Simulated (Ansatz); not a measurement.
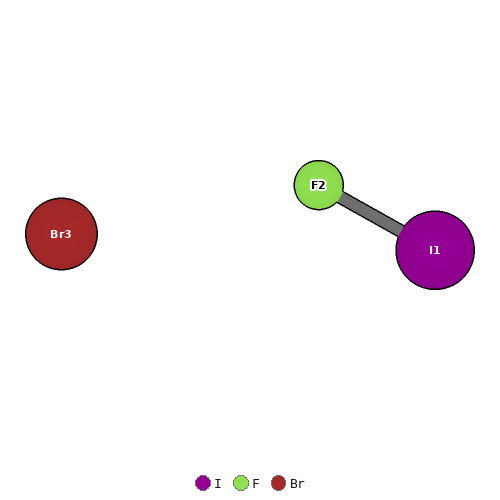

The system is I⁻ + FBr; the picture shows the reference structure. Coordinates scanned: (1) distance I1–F2; (2) distance F2–Br3. Nothing is relaxed (the angle I1–F2–Br3 is fixed at 140 degrees). The scan uses a 14 × 14 grid. Points are written as (first, second). Energies: kJ/mol, counted from the lowest grid point. The reference is spin-restricted, so regions where a bond is pulled apart into radicals lie too high. The calculation used RHF/def2-SVPD in Ansatz.

Its coordinates:

```yaml
atoms:
  - { symbol: I, position_ang: [-1.9490, 0.0000, 0.0000] }
  - { symbol: F, position_ang: [0.0000, 0.0000, 0.0000] }
  - { symbol: Br, position_ang: [2.9416, 2.4683, 0.0000] }
```

Range: distance I1–F2 from 1.592 to 3.992 Å; distance F2–Br3 from 1.440 to 3.840 Å.

**Predict the map.**

The lowest grid point is at (1.949 Å, 3.840 Å). It lies in a valley that leaves the map towards separated partners. The energy also falls towards the edge at (3.992 Å, 1.797 Å) (42 kJ/mol above the lowest), where a further well may lie outside the range. The highest grid point, (1.592 Å, 1.440 Å), lies 1509 kJ/mol above the lowest. On the interpolated surface the lowest path from the side where the first distance is long, about (3.99 Å, 1.74 Å), to the side where the second distance is long, about (1.90 Å, 3.84 Å), has its top at about (2.36 Å, 2.07 Å), about 122 kJ/mol above the start and 162 kJ/mol above the end.

```
distance F2–Br3 ↓, distance I1–F2 →  1.592  1.678  1.803  1.949  2.111  2.285  2.470  2.665  2.869  3.080  3.298  3.524  3.755  3.992
                              3.840    230     99     12      0     44    119    205    286    355    409    452    484    509    528
                              3.603    231    101     14      3     47    122    207    285    351    403    444    475    498    515
                              3.372    233    103     17      6     51    125    207    282    345    394    432    461    482    498
                              3.146    237    108     22     11     55    128    206    277    335    380    415    441    460    474
                              2.928    245    117     31     20     62    131    203    267    320    360    390    413    429    440
                              2.717    262    133     47     34     73    135    198    253    297    331    355    374    386    395
                              2.513    293    164     76     59     90    141    191    233    266    291    309    321    330    336
                              2.318    348    217    124     99    116    148    179    205    224    238    248    255    259    262
                              2.133    440    304    201    159    152    157    163    167    171    173    175    176    176    175
                              1.959    582    436    314    242    197    165    141    124    113    106    101     98     96     94
                              1.797    783    617    460    341    249    179    128     94     73     60     52     47     44     42
                              1.651   1026    830    626    456    321    221    153    109     82     67     58     53     50     48
                              1.526   1284   1058    813    604    440    324    246    197    168    151    142    137    134    133
                              1.440   1509   1266    997    767    590    465    383    332    302    285    275    271    268    267
```

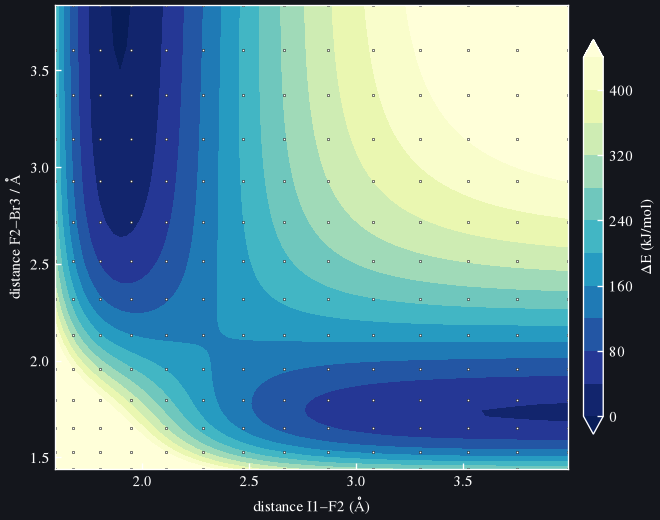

The picture shows filled contours, dots at the grid points, one colour for all values above the top of the scale. Between grid points the surface is interpolated.

The whole map (196 points run) took 11 min on 1 thread of Arm Neoverse V2 (shared host).
